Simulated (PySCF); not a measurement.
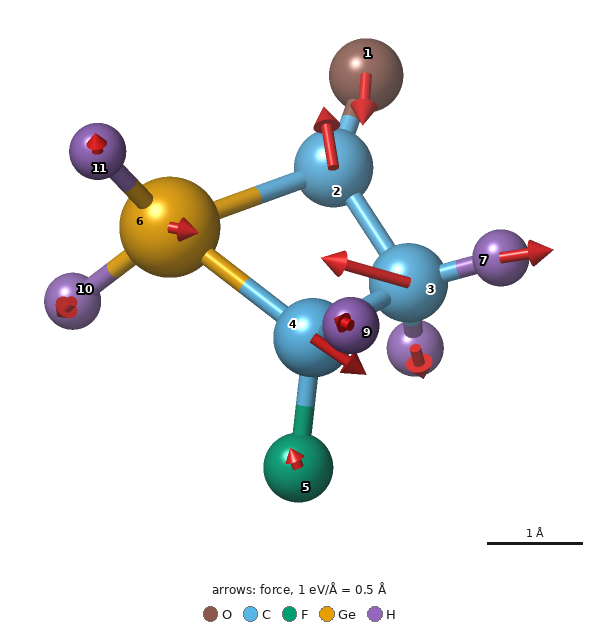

Starting geometry of C₃H₅FGeO with the computed forces as red arrows. The picture is a ball-and-stick view, seen at a tilt.

The start comes from GFN2-xTB. Its atoms were then displaced at random by about 0.01 Å.

Method: PySCF, PBE0-D3(BJ)/def2-SVP geometry optimisation, gas phase. 

### Is this structure relaxed? If not, where do the atoms go?

It isn't relaxed: the largest force vector, on a C atom, is 2.06 eV/Å. The final displacements follow the starting forces only in part (cosine between the two patterns 0.43). The largest move after the best rigid fit is that of an H atom, 0.11 Å. Largest moves by element: H 0.11 Å, C 0.05 Å, Ge 0.04 Å, O 0.03 Å, F 0.02 Å. Near-neighbour distances that change, for instance: Ge–H 1.504 → 1.538 Å, C–H 1.069 → 1.103 Å, C–C 1.565 → 1.536 Å, C–F 1.390 → 1.372 Å. Among the angles between lasting bonds that change: C–Ge–H 124.7° → 119.0°, Ge–C–H 119.1° → 114.2°, H–Ge–H 106.8° → 111.2°. After 8 geometry steps the energy has fallen by 0.135 eV.
